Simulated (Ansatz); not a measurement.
Cl$_{2}$H$_{6}$HfN$_{3}$ (doublet)

```xyz
12

Hf   -0.3251   -0.1936    0.7735
Cl   -2.5365    0.0117    1.7280
N     1.5373    0.0473   -0.4218
H     2.3822    0.4972   -0.0359
H     1.5971    0.1189   -1.4489
N    -0.4124    1.7097   -0.2035
H    -0.5741    1.8902   -1.2028
H    -0.1469    2.5988    0.2450
N    -0.7782   -1.7359   -0.4738
H    -1.6995   -2.1893   -0.4971
H    -0.1048   -2.3176   -0.9848
Cl    1.0679   -0.4375    2.7195
```

Core potentials replace the inner electrons of Hf.

Level of theory: UKS PBE/def2-SVP (Ansatz 0.2.0).

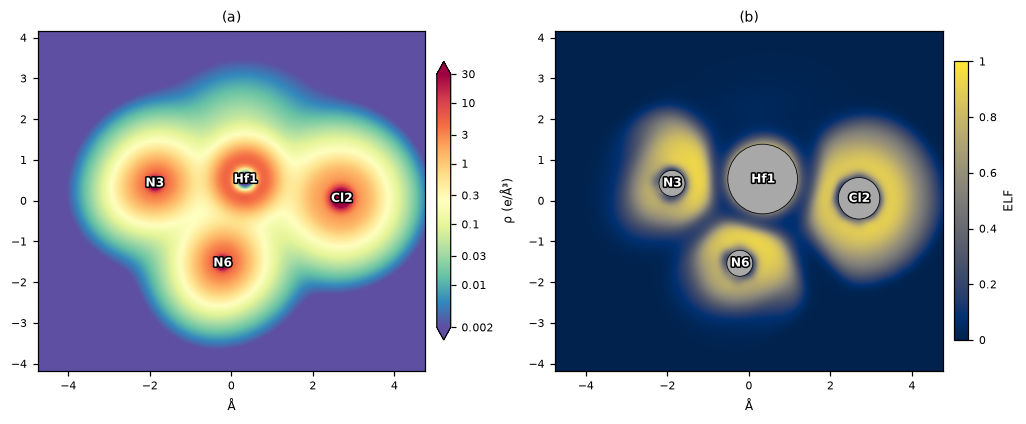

Figure 1. (a) electron density; (b) electron localisation function on the plane of atoms N3, Hf1 and N6. Grey discs cover the atomic cores in the ELF map.

> What do the fields say about this system?

- Atoms in the plane: Hf, Cl and N.
- Hf–Cl (2.42 Å): ρ is about 0.49 e/Å³ halfway; the ELF peaks at about 0.85 in the valence shell of Cl, 0.8 Å from its nucleus, and is about 0.30 at the midpoint.
- Hf–N (2.14 Å): ρ at the midpoint is about 0.63 e/Å³; the ELF peaks at about 0.90 in the valence shell of N, 0.6 Å from its nucleus, and is about 0.25 at the midpoint.
- Hf–N (2.23 Å): ρ is about 0.52 e/Å³ halfway; the ELF peaks at about 0.95 in the valence shell of N, 0.6 Å from its nucleus, and drops to about 0.20 between the two atoms.

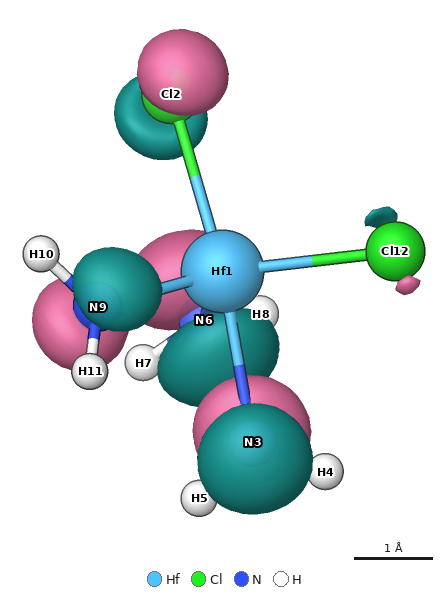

Figure 2. The HOMO−1 (α) at ±0.15 Å⁻³ᐟ² (teal and pink are the two phases), seen at an oblique angle.

> Where does this orbital lie, and at what energy?

By Hirshfeld shares it lies mainly on N6 (about 30 %), N3 (about 25 %), N9 (about 15 %) and Cl2 (about 10 %); largely a combination of lone pairs on N6, N3, N9 and Cl2. Its energy is −6.15 eV.

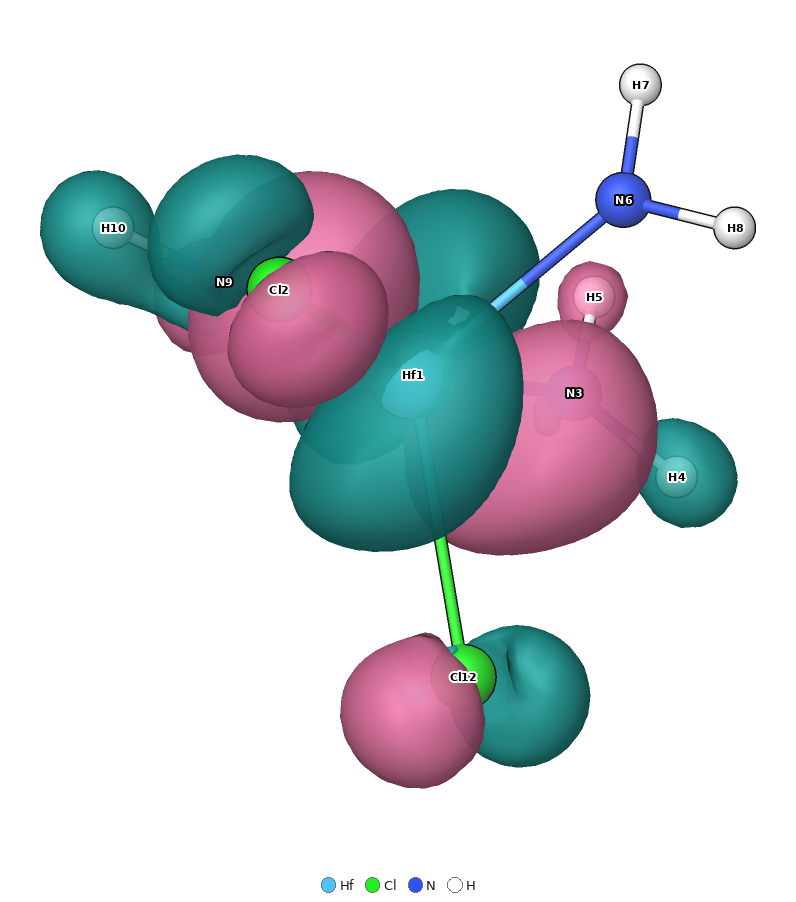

Figure 3. One frontier orbital at ±0.1 Å⁻³ᐟ² (teal and pink are the two phases), seen from one side.

> Which orbital is it: HOMO (α) or LUMO (α)?

The LUMO (α), at −1.58 eV. It lies mainly on Hf1 (about 65 %), Cl2 (about 10 %) and Cl12 (about 5 %).
